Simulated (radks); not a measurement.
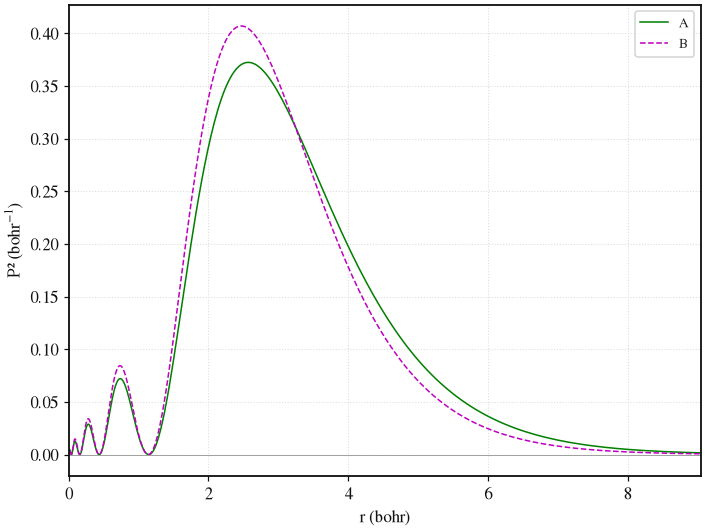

A free Pd atom was computed in two configurations: [Kr] 4d8 5s2; [Kr] 4d9 5s1. All numbers are computed, not measured: scalar-relativistic Kohn-Sham, PBE, spin-unpolarised, spherical densities, finite nucleus (the in-house radial solver radks).

The plot shows P² of the 5s orbital in both runs (large components where relativistic).

> Which curve belongs to which run?

A is [Kr] 4d9 5s1 (⟨r⟩ = 3.23 bohr, eigenvalue −4.35 eV); B is [Kr] 4d8 5s2 (⟨r⟩ = 3.04 bohr, eigenvalue −5.44 eV). The orbital is smaller where the other electrons screen the nucleus less.
